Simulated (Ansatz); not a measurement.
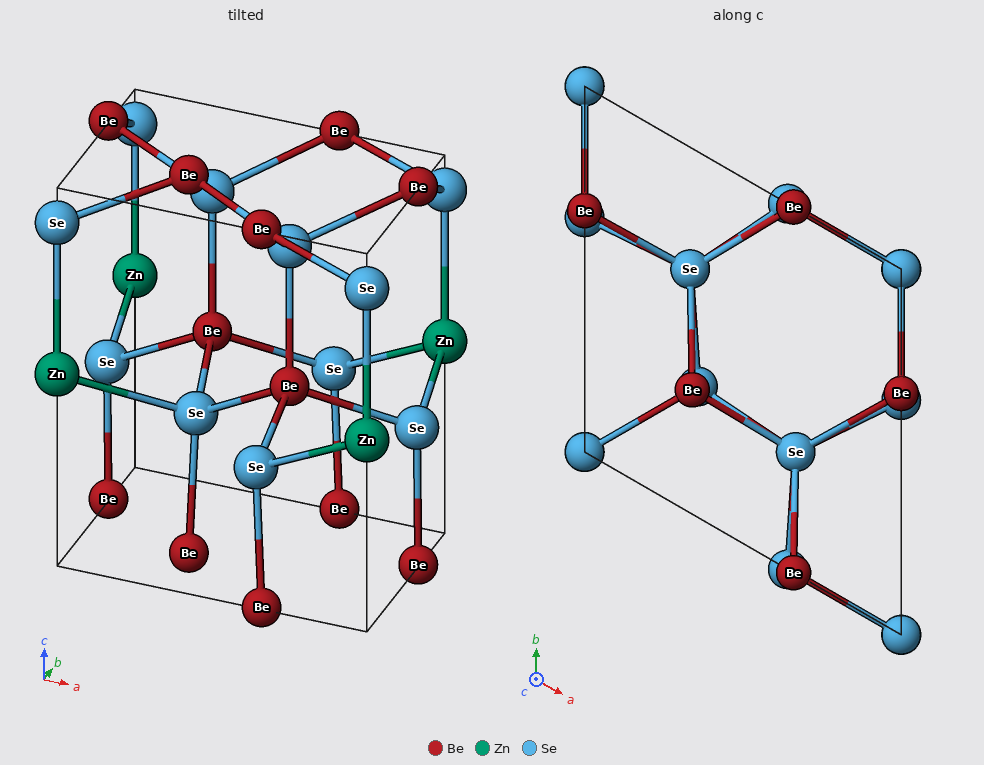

The image is a ball-and-stick drawing of a crystal, viewed slightly off an axis and along the c axis. The lines enclose the conventional unit cell; boundary atoms appear with their images.

Be5ZnSe6, space group P31m (No. 157), a = 6.435 Å, b = 6.435 Å, c = 6.118 Å, α = 90.00°, β = 90.00°, γ = 120.00°. Source of the structure: a structure type filled with these elements by a generator (whether the compound takes this form wasn't checked). Earlier steps of the study, as a rule a relaxation of our own, may have changed the cell and positions, so they can lie some per cent off the listed ones. It went into a calculation with Ansatz.

This one geometry was computed with Ansatz (DFT, plane waves, PAW) at three levels of theory: PBE, PBEsol and r2SCAN.

**Which level gives the highest pressure at this volume, and what does that say about its equilibrium volume?**

Highest: PBE (0.0 GPa), which points to the largest equilibrium volume. Lowest, with the smallest volume: PBEsol (-2.4 GPa). Levels within 0.5 GPa of each other can't be told apart.

**How does the band gap change with the level of theory?**

PBEsol: a gap of 2.86 eV, indirect; PBE: a gap of 2.96 eV, indirect; r2SCAN: a gap of 3.46 eV, indirect.

**Collect the results in a table.**

| level | cutoff (eV) | k-mesh of the run's cell | gap (eV) | pressure (GPa) |
| --- | --- | --- | --- | --- |
| PBE | 420 | 6×6×4 | 2.96 | 0.0 |
| PBEsol | 420 | 6×6×4 | 2.86 | -2.4 |
| r2SCAN | 500 | 6×6×4 | 3.46 | -1.0 |

Gaps are taken on the k-mesh or band path of each run.
